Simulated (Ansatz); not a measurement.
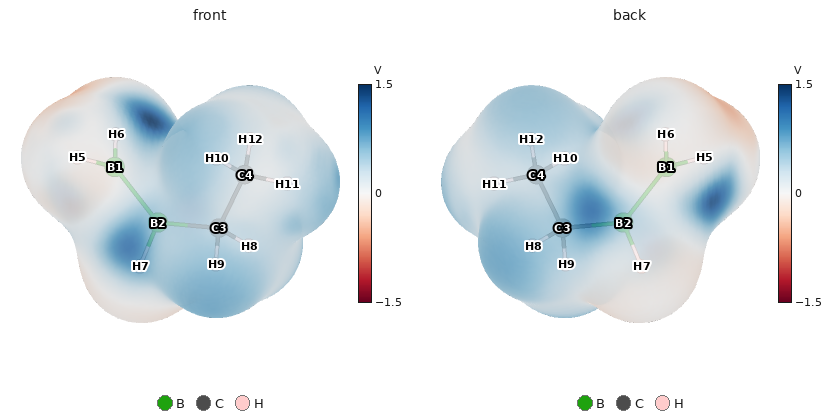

C₂H₈B₂. The molecular electrostatic potential painted on the density surface at 0.002 e/bohr³, seen from the front and from behind; the colour scale runs from red (negative) to blue (positive).

Method: RKS PBE-D4/def2-mTZVP (Ansatz).

```yaml
atoms:
  - { symbol: B, position_ang: [-0.8516, 1.7902, -0.2076] }
  - { symbol: B, position_ang: [0.2086, 0.9061, 0.6644] }
  - { symbol: C, position_ang: [0.6528, -0.5914, 0.5078] }
  - { symbol: C, position_ang: [0.0287, -1.4250, -0.6162] }
  - { symbol: H, position_ang: [-0.5144, 2.4581, -1.1555] }
  - { symbol: H, position_ang: [-2.0187, 1.8841, 0.0874] }
  - { symbol: H, position_ang: [0.7365, 1.5124, 1.5799] }
  - { symbol: H, position_ang: [0.4923, -1.0793, 1.4913] }
  - { symbol: H, position_ang: [1.7592, -0.5888, 0.4238] }
  - { symbol: H, position_ang: [0.2330, -0.9802, -1.6019] }
  - { symbol: H, position_ang: [0.4153, -2.4556, -0.6337] }
  - { symbol: H, position_ang: [-1.0646, -1.4858, -0.5058] }
```

Q: Which sites attract a positive test charge, and which a negative one?

A: A positive charge is drawn to the negative regions and a negative charge to the positive ones. The most negative region (about −0.4 V, or −9 kcal/mol for a unit charge) lies over H5, the most positive (about +1.3 V, or +30 kcal/mol for a unit charge) over B1.
